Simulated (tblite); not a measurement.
**Geometry relaxation of C$_{2}$H$_{6}$F$_{2}$Ge$_{2}$O$_{2}$ (part 3 of 3)**

Continued. System: C$_{2}$H$_{6}$F$_{2}$Ge$_{2}$O$_{2}$. Method: GFN2-xTB geometry optimisation, gas phase (tblite 0.8.0). It belongs to a series of runs on one base structure; here: terminal F group replaced by H.

## Trajectory as extended XYZ, continued
```
14
Properties=species:S:1:pos:R:3:forces:R:3 step=127 energy=-787.58865
F     3.8986    0.1818   -0.8383   -0.0030  -0.0300   0.0030
Ge    2.6108    0.2598    0.3610   -0.0080   0.0130   0.0090
F     3.0781    1.7850    1.1167   -0.0340  -0.0150  -0.0090
Ge    0.4428    0.3199   -0.8388    0.0140   0.0230   0.0160
O    -0.3667   -1.2437   -0.5348   -0.0040   0.0230   0.0060
C    -1.7187   -1.0349   -0.1646   -0.0050   0.0070   0.0030
C    -1.8427    0.3528    0.4844   -0.0010  -0.0020  -0.0010
O    -0.9167    1.2272   -0.1335   -0.0010  -0.0060  -0.0060
H     3.1029   -0.7342    1.4210    0.0230   0.0050  -0.0050
H     0.5389    0.7394   -2.3118   -0.0060  -0.0100  -0.0150
H    -2.0044   -1.8251    0.5325    0.0100   0.0050  -0.0040
H    -2.3529   -1.0892   -1.0542    0.0150   0.0080  -0.0010
H    -1.6288    0.2937    1.5562   -0.0010  -0.0140   0.0010
H    -2.8420    0.7669    0.3373    0.0010  -0.0080   0.0040
14
Properties=species:S:1:pos:R:3:forces:R:3 step=132 energy=-787.59059
F     3.8713    0.0134   -0.8393   -0.0150  -0.0090   0.0270
Ge    2.6094    0.2721    0.3653    0.0470   0.0260   0.0120
F     3.1571    1.8362    0.9774   -0.0250  -0.0360  -0.0170
Ge    0.4423    0.3535   -0.8114   -0.0320   0.0080  -0.0050
O    -0.3487   -1.2217   -0.5220    0.0500  -0.0050  -0.0240
C    -1.7098   -1.0334   -0.1805    0.0280  -0.0090  -0.0160
C    -1.8575    0.3359    0.4994    0.0050   0.0090   0.0040
O    -0.9216    1.2323   -0.0734   -0.0050  -0.0190  -0.0070
H     3.0718   -0.6525    1.4979    0.0200   0.0060   0.0020
H     0.5313    0.7820   -2.2878   -0.0240  -0.0090   0.0330
H    -2.0031   -1.8479    0.4845   -0.0100   0.0250   0.0120
H    -2.3163   -1.0680   -1.0890   -0.0370   0.0100  -0.0060
H    -1.6725    0.2499    1.5752    0.0170   0.0030  -0.0190
H    -2.8546    0.7477    0.3366   -0.0180   0.0000   0.0050
14
Properties=species:S:1:pos:R:3:forces:R:3 step=137 energy=-787.59222
F     3.8698   -0.0371   -0.8377   -0.0150   0.0000   0.0190
Ge    2.6219    0.2662    0.3712    0.0310   0.0240   0.0070
F     3.1594    1.8598    0.9083   -0.0070  -0.0270  -0.0100
Ge    0.4440    0.3447   -0.7932   -0.0110   0.0100   0.0100
O    -0.3575   -1.2271   -0.5313   -0.0280  -0.0110  -0.0040
C    -1.7192   -1.0316   -0.1930   -0.0210  -0.0100   0.0010
C    -1.8620    0.3295    0.5045    0.0060  -0.0060  -0.0100
O    -0.9172    1.2245   -0.0523    0.0190   0.0170   0.0020
H     3.1225   -0.6029    1.5321   -0.0030   0.0050  -0.0020
H     0.5278    0.7918   -2.2597   -0.0030   0.0050  -0.0120
H    -2.0239   -1.8481    0.4646    0.0040   0.0030  -0.0130
H    -2.3284   -1.0472   -1.1015    0.0150  -0.0130   0.0000
H    -1.6824    0.2254    1.5792    0.0120   0.0170  -0.0010
H    -2.8556    0.7514    0.3417    0.0010  -0.0150   0.0140
14
Properties=species:S:1:pos:R:3:forces:R:3 step=142 energy=-787.59270
F     3.8609   -0.0893   -0.8275   -0.0030   0.0020   0.0050
Ge    2.6256    0.2719    0.3759   -0.0030   0.0060  -0.0010
F     3.1903    1.8707    0.8600    0.0000  -0.0050  -0.0040
Ge    0.4416    0.3533   -0.7823    0.0090  -0.0100  -0.0070
O    -0.3549   -1.2240   -0.5266    0.0060   0.0070  -0.0060
C    -1.7193   -1.0312   -0.2003    0.0000   0.0030  -0.0010
C    -1.8660    0.3243    0.5069    0.0000  -0.0020   0.0070
O    -0.9230    1.2271   -0.0416   -0.0070  -0.0060   0.0000
H     3.1209   -0.5705    1.5578   -0.0060   0.0030   0.0050
H     0.5179    0.8034   -2.2492    0.0060   0.0030  -0.0060
H    -2.0311   -1.8534    0.4459   -0.0010  -0.0010   0.0030
H    -2.3168   -1.0395   -1.1162   -0.0110   0.0010   0.0000
H    -1.6846    0.2151    1.5806    0.0060  -0.0040   0.0050
H    -2.8622    0.7416    0.3496    0.0030   0.0040   0.0000
14
Properties=species:S:1:pos:R:3:forces:R:3 step=147 energy=-787.59294
F     3.8519   -0.1306   -0.8198   -0.0050   0.0010   0.0050
Ge    2.6280    0.2782    0.3800    0.0010  -0.0060   0.0030
F     3.2211    1.8802    0.8177   -0.0090  -0.0040  -0.0040
Ge    0.4412    0.3566   -0.7770   -0.0040   0.0040  -0.0040
O    -0.3586   -1.2208   -0.5364   -0.0050  -0.0060  -0.0040
C    -1.7229   -1.0319   -0.2055    0.0050   0.0020   0.0010
C    -1.8703    0.3191    0.5103    0.0090   0.0030  -0.0010
O    -0.9255    1.2248   -0.0305    0.0030   0.0010  -0.0040
H     3.1202   -0.5401    1.5814   -0.0090   0.0070   0.0000
H     0.5270    0.8171   -2.2417   -0.0040   0.0000   0.0060
H    -2.0322   -1.8577    0.4377    0.0060  -0.0020  -0.0020
H    -2.3235   -1.0370   -1.1197    0.0010   0.0040   0.0050
H    -1.6911    0.2034    1.5839    0.0020  -0.0040  -0.0050
H    -2.8660    0.7381    0.3526    0.0090   0.0020   0.0050
14
Properties=species:S:1:pos:R:3:forces:R:3 step=152 energy=-787.59316
F     3.8354   -0.2331   -0.7941   -0.0070  -0.0010   0.0110
Ge    2.6312    0.2839    0.3836    0.0060   0.0020  -0.0070
F     3.2693    1.8962    0.7038   -0.0100  -0.0060   0.0030
Ge    0.4405    0.3677   -0.7613    0.0020  -0.0010   0.0020
O    -0.3559   -1.2143   -0.5443   -0.0030  -0.0010  -0.0080
C    -1.7216   -1.0320   -0.2174   -0.0030  -0.0020   0.0010
C    -1.8755    0.3081    0.5180   -0.0010   0.0000   0.0000
O    -0.9239    1.2222    0.0044    0.0080  -0.0040  -0.0010
H     3.1114   -0.4645    1.6340   -0.0050   0.0040   0.0030
H     0.5191    0.8522   -2.2174   -0.0020   0.0020  -0.0100
H    -2.0323   -1.8681    0.4117    0.0040   0.0020  -0.0030
H    -2.3182   -1.0244   -1.1343    0.0030   0.0030   0.0060
H    -1.7120    0.1748    1.5918    0.0150  -0.0010   0.0020
H    -2.8682    0.7308    0.3545   -0.0070   0.0020   0.0020
14
Properties=species:S:1:pos:R:3:forces:R:3 step=157 energy=-787.59435
F     3.8361   -0.3342   -0.7250    0.0070   0.0000  -0.0100
Ge    2.6240    0.2980    0.3829   -0.0210  -0.0170   0.0070
F     3.2936    1.9121    0.6039   -0.0020   0.0110  -0.0040
Ge    0.4386    0.3704   -0.7743    0.0000   0.0060  -0.0230
O    -0.3627   -1.2118   -0.5787    0.0050  -0.0130   0.0050
C    -1.7237   -1.0296   -0.2312    0.0260   0.0000  -0.0080
C    -1.8623    0.2953    0.5322   -0.0030  -0.0210  -0.0010
O    -0.9130    1.2146    0.0253   -0.0010   0.0360  -0.0290
H     3.0611   -0.3694    1.6926   -0.0030  -0.0010   0.0140
H     0.5062    0.8712   -2.2295   -0.0060  -0.0030   0.0270
H    -2.0320   -1.8746    0.3861    0.0040  -0.0210  -0.0060
H    -2.3285   -1.0003   -1.1413   -0.0210  -0.0020  -0.0060
H    -1.6796    0.1382    1.5994   -0.0130   0.0040   0.0160
H    -2.8585    0.7198    0.3907    0.0290   0.0210   0.0180
14
Properties=species:S:1:pos:R:3:forces:R:3 step=162 energy=-787.59587
F     3.8446   -0.4121   -0.6489   -0.0140   0.0060   0.0040
Ge    2.6054    0.2997    0.3810    0.0180   0.0210   0.0070
F     3.2940    1.9168    0.5341   -0.0130  -0.0150  -0.0140
Ge    0.4350    0.3728   -0.8038    0.0050  -0.0080  -0.0160
O    -0.3675   -1.2108   -0.6190    0.0000   0.0010   0.0000
C    -1.7208   -1.0305   -0.2414   -0.0030   0.0030   0.0050
C    -1.8394    0.2843    0.5431    0.0140   0.0030   0.0030
O    -0.9060    1.2106    0.0164   -0.0170   0.0200  -0.0010
H     2.9899   -0.2871    1.7453   -0.0020  -0.0140   0.0080
H     0.4896    0.8970   -2.2491    0.0010  -0.0030   0.0120
H    -2.0171   -1.8850    0.3695    0.0010  -0.0030  -0.0060
H    -2.3460   -0.9869   -1.1376   -0.0050  -0.0010   0.0010
H    -1.6252    0.1145    1.6031   -0.0020  -0.0010  -0.0010
H    -2.8371    0.7161    0.4403    0.0170  -0.0100  -0.0020
14
Properties=species:S:1:pos:R:3:forces:R:3 step=167 energy=-787.59633
F     3.8322   -0.4469   -0.6109    0.0040  -0.0050  -0.0040
Ge    2.5928    0.3024    0.3883   -0.0050   0.0050   0.0020
F     3.2917    1.9164    0.4941    0.0000   0.0020   0.0010
Ge    0.4338    0.3743   -0.8166   -0.0020  -0.0010  -0.0030
O    -0.3717   -1.2088   -0.6409    0.0040   0.0010  -0.0010
C    -1.7204   -1.0292   -0.2465   -0.0010   0.0010  -0.0010
C    -1.8253    0.2798    0.5483    0.0040   0.0000   0.0000
O    -0.9085    1.2121    0.0039    0.0010   0.0010   0.0000
H     2.9588   -0.2540    1.7716    0.0000  -0.0020   0.0010
H     0.4949    0.9072   -2.2568    0.0000   0.0000   0.0030
H    -2.0109   -1.8887    0.3600   -0.0020   0.0020   0.0040
H    -2.3563   -0.9774   -1.1348    0.0000   0.0010   0.0000
H    -1.5858    0.1036    1.6019   -0.0020  -0.0010   0.0000
H    -2.8259    0.7088    0.4714   -0.0010  -0.0030  -0.0010
```

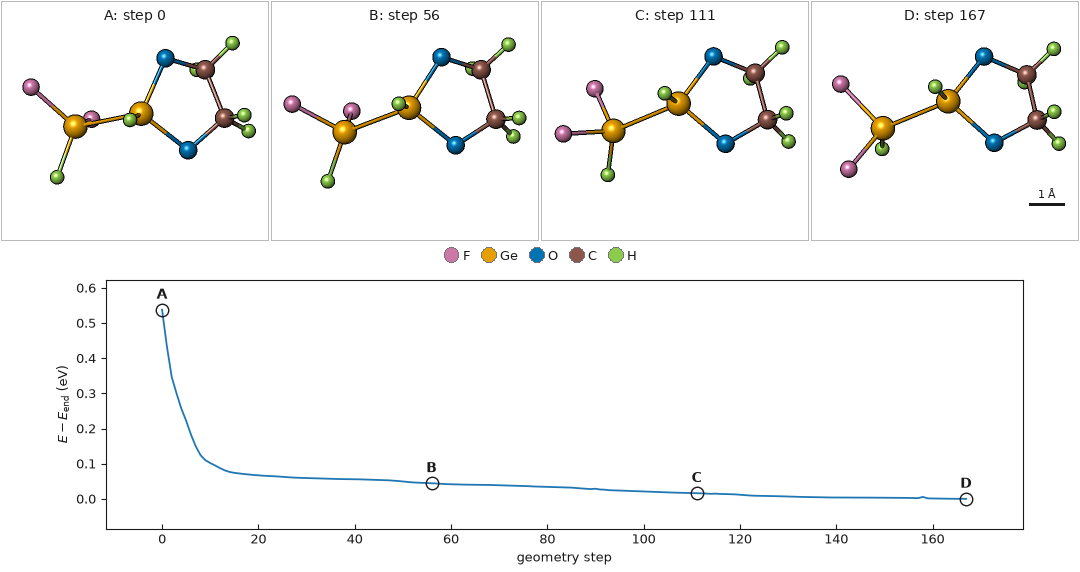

**Figure 1.** Frames of the relaxation (ball-and-stick view, seen at an oblique angle) above the curves, on which the letters mark them (steps are counted from 0).

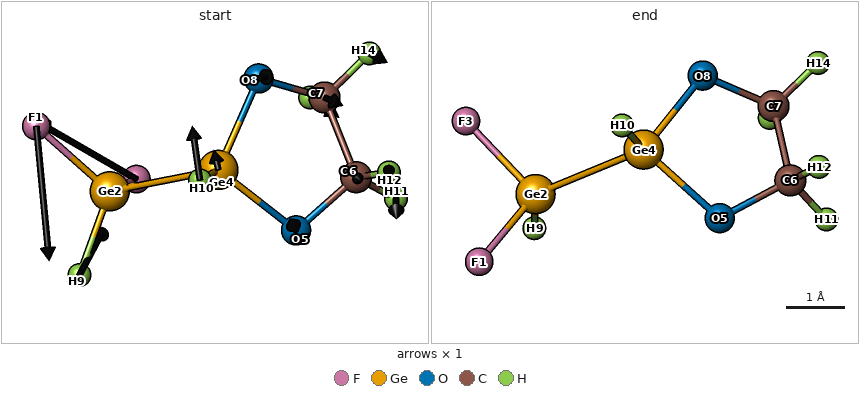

**Figure 2.** Before (left) and after (right) the relaxation, at one scale (ball-and-stick view, seen at an oblique angle). The black arrows give the displacements, at true length. F3 moves most after the best rigid fit: 2.47 Å. Largest moves by element: F 2.47 Å, H 1.94 Å, O 0.50 Å, C 0.40 Å, Ge 0.38 Å. Among the contacts that change: Ge2–Ge4 2.388 → 2.474 Å, C7–H13 1.124 → 1.095 Å, Ge2–H9 1.560 → 1.535 Å, C6–H11 1.111 → 1.091 Å. Among the angles that change: Ge4–Ge2–H9 109.9° → 131.1°, F1–Ge2–F3 109.4° → 98.3°, Ge4–O8–C7 102.2° → 110.8°. The energy falls by 0.538 eV in 167 geometry steps. The largest force component goes from 1.3 to 0.005 eV/Å. (Atoms are counted from 1 in the order of the input.)

The run was set up as follows.

## The input
```
{"job": {"kind": "relax", "xc": "GFN2-xTB", "basis": "xTB"}, "charge": 0, "multiplicity": 1}
F      3.284400     1.766700    -0.253700
Ge     2.503900     0.293200     0.286700
F      2.163300     0.410000     2.015000
Ge     0.469800    -0.039500    -0.918600
O     -0.395900    -1.457000    -0.260800
C     -1.668800    -0.923800     0.001400
C     -1.574500     0.583100     0.337800
O     -0.681500     1.242700    -0.517900
H      3.463600    -0.914100     0.050400
H      0.686100    -0.167700    -2.435100
H     -2.117800    -1.471900     0.857000
H     -2.323000    -1.073500    -0.881300
H     -1.232900     0.711000     1.400900
H     -2.577400     1.040200     0.251100
```

The first line tells a small driver script what to run in tblite; the rest is the geometry in Å.

Run as:
```bash
OMP_NUM_THREADS=1 python <driver script> task.json out
```

## Results in brief

| quantity | value |
| --- | --- |
| outcome | converged |
| total energy | −787.5963 eV |
| hardware | 1 CPU thread, shared host |
| wall time | 1.2 s |
| peak memory | 0.18 GiB |
